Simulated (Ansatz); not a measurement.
The reference is ZrO2 (space group P2_1/c, No. 14; a = 5.190 Å, b = 5.242 Å, c = 5.378 Å, α = 90.00°, β = 99.68°, γ = 90.00°).

One thing is altered: cell and atoms relaxed at a pressure of 3 GPa.

Level of theory: PBE in Ansatz (plane waves to 420 eV, PAW, spin-orbit coupling left out).

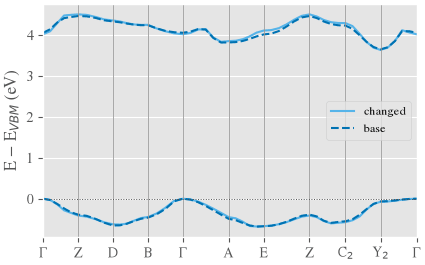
Highest valence and lowest conduction band along the path, each from its own valence-band maximum

From the figure, how large is the changed gap, and is it direct?

About 3.6 eV, indirect, Γ → Y₂.

Load acts through the strain it causes; cell and atoms are relaxed under it. Whether these cells are dynamically stable was not tested.

Ansatz is a program for electronic structure.
